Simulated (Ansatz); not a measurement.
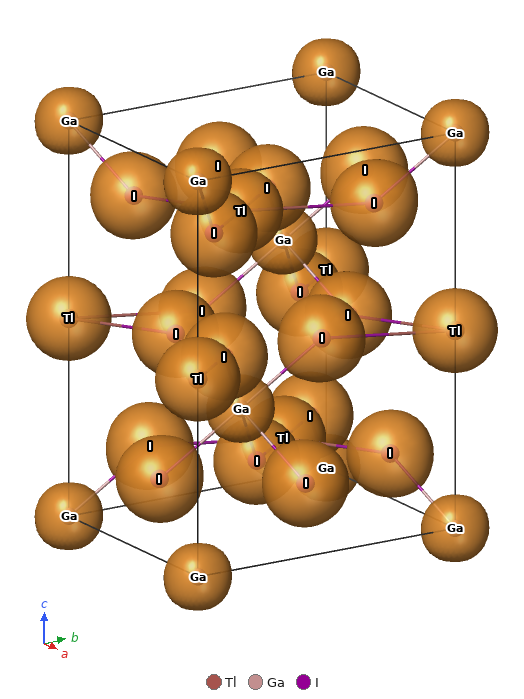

*TlGaI6. Isosurface of the valence pseudo-density at 0.5 e/Å³ (orange), seen slightly off an axis. Sticks mark near contacts.*

Space group R-3m; a structure from a database of computed crystals, not necessarily the ambient phase; started from the LaAlH6-166 prototype, which need not be the ambient phase.

Level of theory: DFT, PBEsol, plane waves, PAW (Ansatz).

Q: What does this surface tell about the bonding?

A: At this value the density breaks into separate islands; it holds about 75 % of the electrons treated as valence (semicore included). It bridges none of the near contacts. It is pinched off along the sampled Ga–I (2.75 Å) and Tl–I (3.57 Å) contacts. On the grid the lowest density along these lines, outside the cores, is 0.33 e/Å³ (Ga–I, 2.75 Å) and 0.1 e/Å³ (Tl–I, 3.57 Å).
